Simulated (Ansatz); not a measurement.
## Electronic structure of C₇H₈OSi in real space

Input

```
crystal:
  periodic: [false, false, false]
  atoms:
    - {symbol: C, position_ang: [-0.939567, 2.029886, -1.297345]}
    - {symbol: C, position_ang: [-2.114573, 1.390445, -1.466998]}
    - {symbol: C, position_ang: [-2.330252, 0.108612, -2.232834]}
    - {symbol: C, position_ang: [-2.646350, -1.073443, -1.312927]}
    - {symbol: C, position_ang: [-1.796271, -2.110142, -1.382352]}
    - {symbol: C, position_ang: [0.628027, 0.566763, -2.635653]}
    - {symbol: C, position_ang: [0.363000, 1.640523, -1.852842]}
    - {symbol: O, position_ang: [-0.739428, -2.068012, -2.248166]}
    - {symbol: Si, position_ang: [-0.762301, -0.565722, -3.086780]}
    - {symbol: H, position_ang: [-0.937652, 2.941360, -0.692128]}
    - {symbol: H, position_ang: [-3.002646, 1.817895, -0.985472]}
    - {symbol: H, position_ang: [-3.174539, 0.261887, -2.931137]}
    - {symbol: H, position_ang: [-3.502414, -1.065808, -0.635107]}
    - {symbol: H, position_ang: [-1.867091, -3.032394, -0.799399]}
    - {symbol: H, position_ang: [-0.827056, -0.875126, -4.538563]}
    - {symbol: H, position_ang: [1.654845, 0.424273, -2.988183]}
    - {symbol: H, position_ang: [1.186723, 2.318294, -1.595314]}
basis:
  gaussian: {orbitals: def2-SVPD}
hamiltonian: {xc: pbe0}
output: {forces: true, orbitals: {seedname: orbitals}}
```

Launched as:

```sh
ansatz run input.yaml --threads 2 --pin off --max-ram 5220MiB --events-out events.jsonl --progress --plain --runs-dir runs
```

Geometry: B3LYP-D3(BJ)/def2-SVP.

These are results of isolated molecule in a Gaussian basis; Kohn-Sham density functional theory, functional PBE0 in Ansatz, not measurements.

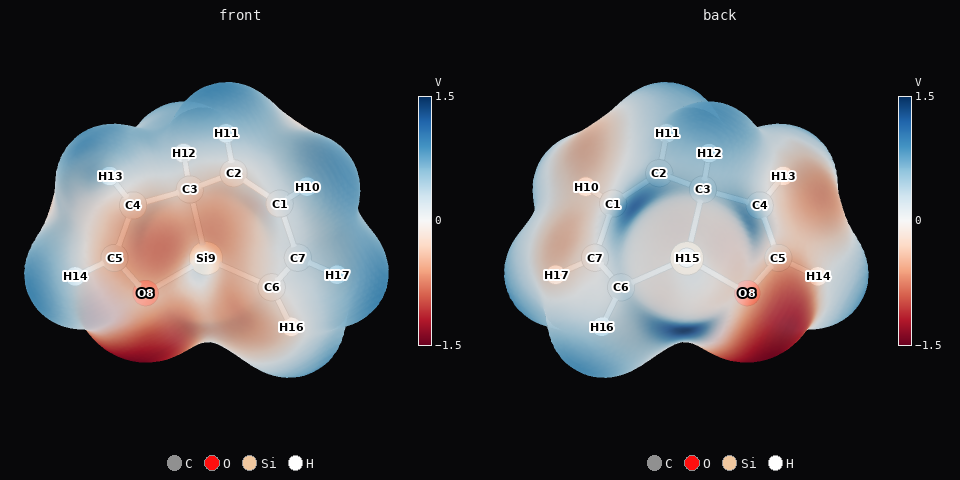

Figure 1. The molecular electrostatic potential painted on the density surface at 0.002 e/bohr³, seen from the front and from behind; the colour scale runs from red (negative) to blue (positive).

Question: Describe the electrostatic potential map.

Answer: The most negative region (about −1.4 V) lies over O8, the most positive (about +1.2 V) over Si9. O8 is the likeliest acceptor of a hydrogen bond.

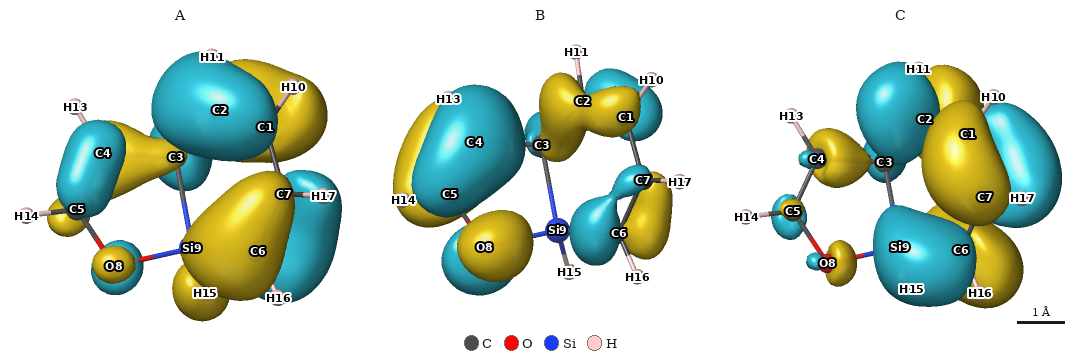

Figure 2. Three frontier orbitals at ±0.08 Å⁻³ᐟ² (yellow and cyan are the two phases), in no order.

Question: Order the three orbitals by energy and name them.

Answer: A is the HOMO−1 (−6.93 eV). It lies mainly on C2 (about 20 %), C6 (about 20 %), C1 (about 15 %) and C7 (about 10 %). B is the HOMO (−6.42 eV). Its weight (Hirshfeld) is mainly on C4 (about 30 %), C5 (about 20 %) and O8 (about 20 %). C is the LUMO (−1.65 eV). Its weight (Hirshfeld) is mainly on C6 (about 20 %), C7 (about 20 %), C2 (about 20 %), C1 (about 10 %) and Si9 (about 10 %).

Question: What is the HOMO–LUMO gap?

Answer: 4.77 eV between the orbital energies.

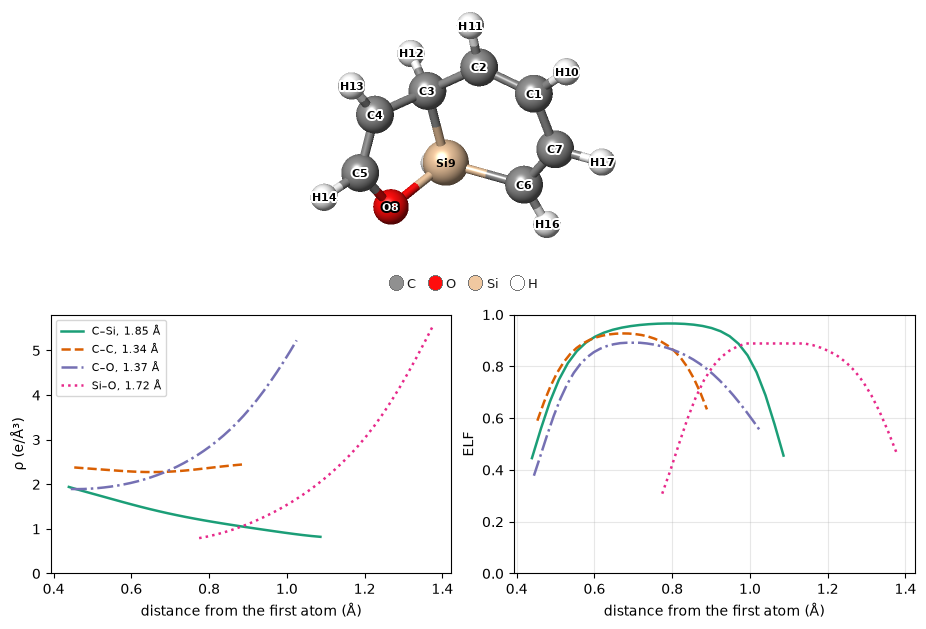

Figure 3. Total electron density and electron localisation function along straight lines between neighbouring atoms. The curves leave out the atomic cores. The structure is drawn too.

Question: What can be read from the curves?

Answer: C–Si (1.85 Å): ρ is about 1 e/Å³ halfway; the ELF peaks at about 0.95 between the atoms, as expected for a shared electron pair.
C–C (1.34 Å): the density is about 2.3 e/Å³ at the midpoint; the ELF peaks at about 0.95 between the atoms (a short, multiple covalent bond).
C–O (1.37 Å): ρ at the midpoint is about 2.3 e/Å³, with its minimum of 1.9 e/Å³ about 0.5 Å from C; the ELF peaks at about 0.90 between the atoms (a shared but strongly polarised pair).
Si–O (1.72 Å): ρ at the midpoint is about 0.98 e/Å³; the ELF peaks at about 0.90 between the atoms, as expected for a shared but strongly polarised pair.

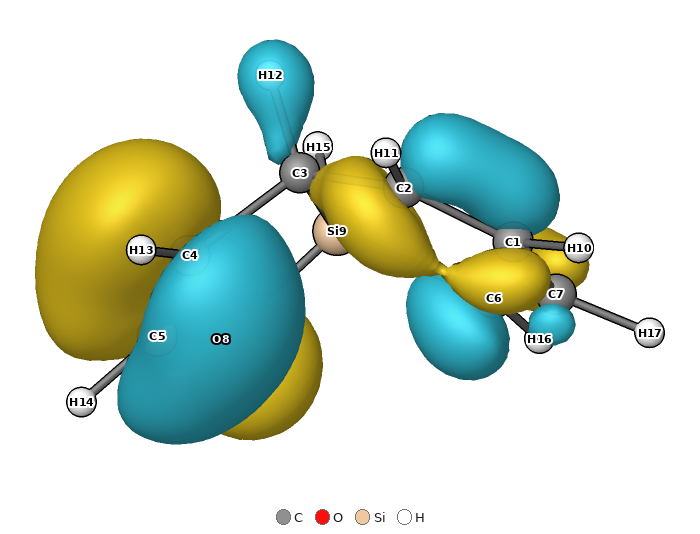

Figure 4. The HOMO at ±0.1 Å⁻³ᐟ² (yellow and cyan are the two phases), seen from one side.

Question: Where does this orbital lie, and at what energy?

Answer: By Hirshfeld shares it lies mainly on C4 (about 30 %), C5 (about 20 %) and O8 (about 20 %). Its energy is −6.42 eV.
